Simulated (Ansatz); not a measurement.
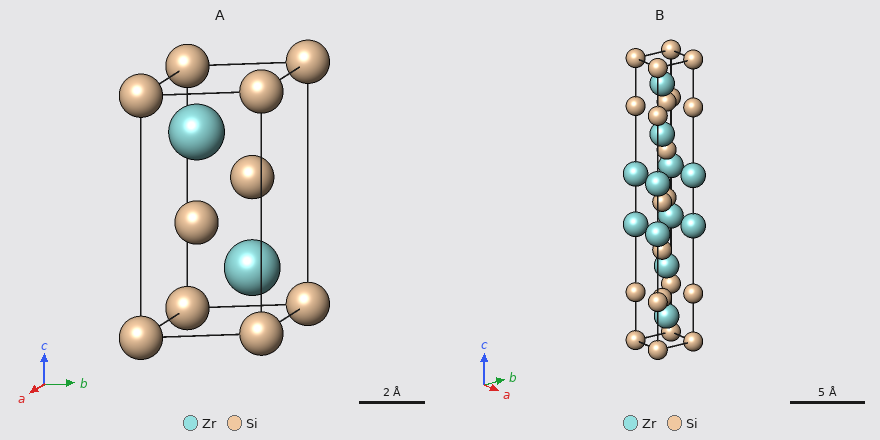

Two structures of Zr2Si3, each relaxed to rest (conventional cells in solid outline, small ones repeated, not to one scale). Method: DFT PBE, scalar-relativistic, plane waves, PAW (Ansatz 0.2.0), without spin polarisation.

Question: Describe A and B.

Answer: A: 5 atoms a cell on a primitive hexagonal lattice, P-3m1. B: 15 atoms a cell on a rhombohedral (trigonal R) lattice, R-3m.

Question: What is the energy order of the two?

Answer: A is lower, by 172 meV/atom at this level of theory (energies at zero smearing). Volumes: A 18.8, B 17.9 Å³/atom.

One or both may be structure types tried for this composition rather than known phases.
